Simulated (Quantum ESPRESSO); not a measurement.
# Wannier-interpolated electron–phonon scattering in V (Im-3m), part 3 of 3

The plan: phonons and Wannier functions of V (Im-3m), and, if the interpolated phonons are stable, its coupling and resistivity.

Quantum ESPRESSO 7.5; DFT PBEsol, scalar-relativistic, plane waves, PseudoDojo 0.4.1 norm-conserving pseudopotentials.

So far, highest frequency, solved or plainly interpolated (cm⁻¹): step 4 (phonons on the coarse mesh) 264.

## Step 6: States on the coarse mesh

Wannier functions need the states on a full uniform k mesh, and the couplings need it to be a multiple of the q mesh.

nscf.in

```
&CONTROL
  calculation = 'nscf'
  prefix      = 'x'
  outdir      = './tmp'
  pseudo_dir  = './pseudo'
  verbosity   = 'high'
/
&SYSTEM
  ibrav       = 0
  nat         = 1
  ntyp        = 1
  ecutwfc     = 84.0
  occupations = 'smearing'
  smearing    = 'mv'
  degauss     = 0.02
  nbnd        = 29
/
&ELECTRONS
  conv_thr = 1.0d-11
/
ATOMIC_SPECIES
 V      50.9415  V.upf
CELL_PARAMETERS angstrom
    -1.479114000    1.479114000    1.479114000
     1.479114000   -1.479114000    1.479114000
     1.479114000    1.479114000   -1.479114000
ATOMIC_POSITIONS crystal
 V      0.000000000   0.000000000   0.000000000
K_POINTS crystal
512
 0.00000000 0.00000000 0.00000000 0.00195312
 0.00000000 0.00000000 0.12500000 0.00195312
 0.00000000 0.00000000 0.25000000 0.00195312
 0.00000000 0.00000000 0.37500000 0.00195312
[the list of k-points goes on]
```

Launch:

```console
> OMP_NUM_THREADS=1 mpirun -n 8 pw.x -nk 8 -in nscf.in > nscf.out
```

Output:

```text
[banner, memory and clock lines left out]
[...]
number of Kohn-Sham states=           29
     the Fermi energy is    17.3060 ev
```

The job ended after 20 s (8 MPI ranks of Arm Neoverse V2, shared host).

This step gave:

```yaml
fermi_energy: 17.31 eV
```

## Step 7: Wannier functions and couplings

Projections V s, p, d start 9 Wannier functions; states up to 2.5 eV over the Fermi level are frozen, and the projected functions are kept without the localisation step. Hamiltonian, force constants and couplings go to real space.

epw1.in

```
--
&INPUTEPW
  prefix        = 'x'
  outdir        = './tmp'
  dvscf_dir     = './save'
  elph          = .true.
  etf_mem       = 1
  nbndsub       = 9
  bands_skipped = 'exclude_bands = 1-4'
  use_ws        = .true.
  vme           = 'wannier'
  asr_typ       = 'crystal'
  nk1           = 8
  nk2           = 8
  nk3           = 8
  nq1           = 4
  nq2           = 4
  nq3           = 4
  amass(1)      = 50.9415
  epwwrite      = .true.
  epwread       = .false.
  wannierize    = .true.
  num_iter      = 0
  dis_win_max   = 57.33
  dis_froz_max  = 19.832
  proj(1)       = 'V:s;p;d'
  wdata(1)      = 'dis_num_iter = 600'
  wdata(2)      = 'guiding_centres = .true.'
  wdata(3)      = 'num_print_cycles = 50'
  wdata(4)      = 'dis_mix_ratio = 0.7'
  band_plot     = .true.
  filkf         = 'path.dat'
  filqf         = 'path.dat'
  fsthick       = 100.0
  efermi_read   = .true.
  fermi_energy  = 17.3322
/
```

Launch:

```console
> OMP_NUM_THREADS=1 mpirun -n 8 epw.x -nk 8 -in epw1.in > epw1.out
```

Output:

```text
[the first part of the log is left out]
     Number of WS vectors for phonons       89
     Number of WS vectors for electron-phonon       89
     Maximum number of cores for efficient parallelization       89
     Inside velocity step 1
     Velocity matrix elements calculated
     Writing Hamiltonian, Dynamical matrix and EP vertex in Wann rep to file
     ===================================================================
     Memory usage:  VmHWM =       260Mb
                   VmPeak =       730Mb
     ===================================================================
     Using q-mesh file: path.dat
     WARNING: q-point weigths do not add up to 1 [loadqmesh_serial]
     Size of q point mesh for interpolation:         78
     Using k-mesh file: path.dat
     WARNING: k-point weigths do not add up to 1 [loadkmesh_para]
     Size of k point mesh for interpolation:         78
     Fermi energy coarse grid =  17.306022 eV
     ===================================================================
     Fermi energy is read from the input file: Ef =  17.332200 eV
     ===================================================================
     Skipping    4 occupied bands:
     The Fermi level will be determined with   5.00000 electrons
              ibndmin =     1  ebndmin =    10.609 eV
              ibndmax =     9  ebndmax =    50.794 eV
     Number of ep-matrix elements per pool :         2430 ~=   18.98 Kb (@ 8 bytes/ DP)
     We only need to compute       78 q-points
     ===================================================================
     Memory usage:  VmHWM =       260Mb
                   VmPeak =       730Mb
     ===================================================================
```

Run time: 3.5 min. Hardware: 8 MPI ranks.

This step gave:

```
r.m.s. error of the interpolated bands from 2 eV under to 1 eV over the Fermi level : 3.8 meV
largest error in that range                                                         : 22.9 meV
lowest interpolated frequency on the path                                           : -42.2 cm⁻¹
```

Electronic bands along the path, in eV, zero at the Fermi level; # counts the bands kept:

```csv
point,#1,#2,#3,#4,#5,#6
Γ,-6.72,0.41,0.41,0.41,2.53,2.53
H,-3.23,-3.23,3.96,3.96,3.96,10.53
N,-3.36,-1.23,1.75,2.54,2.92,4.38
Γ,-6.72,0.41,0.41,0.41,2.53,2.53
P,-1.18,-1.18,-1.18,2.99,2.99,10.82
H,-3.23,-3.23,3.96,3.96,3.96,10.53
```

The same for Wannier interpolation:

```
point     #1     #2     #3    #4    #5     #6
    Γ  -6.72   0.41   0.41  0.41  2.59   2.59
    H  -3.23  -3.23   3.96  3.96  3.96  10.53
    N  -3.36  -1.23   1.75  2.55  2.99   4.38
    Γ  -6.72   0.41   0.41  0.41  2.59   2.59
    P  -1.18  -1.18  -1.18  2.99  2.99  10.83
    H  -3.23  -3.23   3.96  3.96  3.96  10.53
```

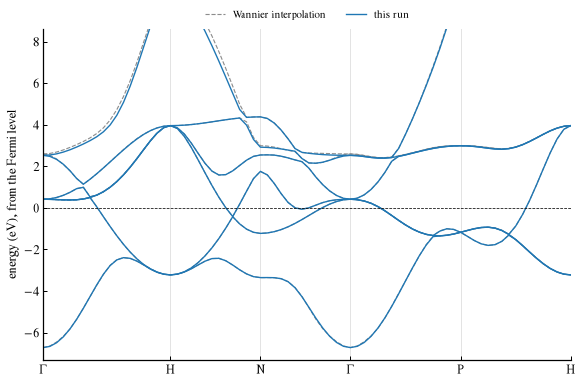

Electronic bands along the path; dashed: Wannier interpolation.

Phonon branches along the path, in cm⁻¹:

```
point  branch 1  branch 2  branch 3
    Γ         0         0         0
    H       266       266       266
    N       181       201       230
    Γ         0         0         0
    P       200       200       200
    H       266       266       266
```

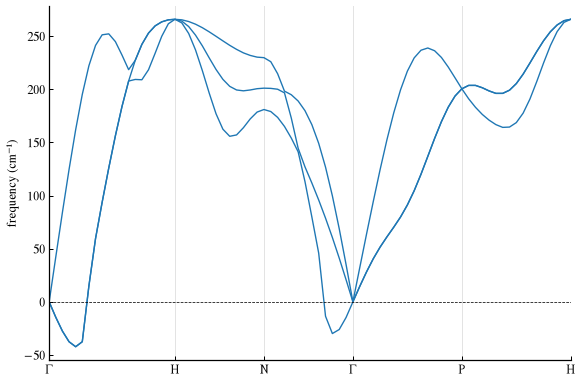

Phonon branches along the path.

Near the Fermi level the interpolated bands miss those of pw.x by 4 meV r.m.s. and 23 meV at most, each level matched to the nearest interpolated one; the r.m.s. value is under the 60 meV set for going on. The interpolated phonons go imaginary on the path, to 42.2i cm⁻¹.

## Step 8: What came out

```yaml
lowest_solved_frequency_off_the_zone_centre: 90.9 cm⁻¹
lowest_interpolated_frequency_on_the_path: -42.2 cm⁻¹
band_error_of_the_wannier_functions: 4 meV r.m.s.
```

What this shows: Step 7: Of the bands kept, 2 cross the Fermi level on this path. Step 7: The highest branch reaches 266 cm⁻¹ on this path, at H. Step 7: A branch goes imaginary (drawn negative), down to -42.2 cm⁻¹ between Γ and H, between computed points or near Γ, where interpolation can make such dips. Off the zone centre all modes solved on the 4×4×4 mesh are real, but the Fourier interpolation between them turns a branch imaginary, down to 42.2i cm⁻¹. Force constants of long range, as near Kohn anomalies, are cut off by so coarse a mesh; a finer q mesh is needed before couplings can be summed, so the chain stops without λ or ρ.

[The logs of pw.x and epw.x are selected lines.]

[Logs are printed without paths, hosts, clocks, repeated set-up lines and the standing remarks that a program may print on its own settings, such as how far it seeks lower states.]

[Hosts, paths, dates, database ids (printed as entryN), source tags and the programs' standing remarks are cut or masked in the printed files.]
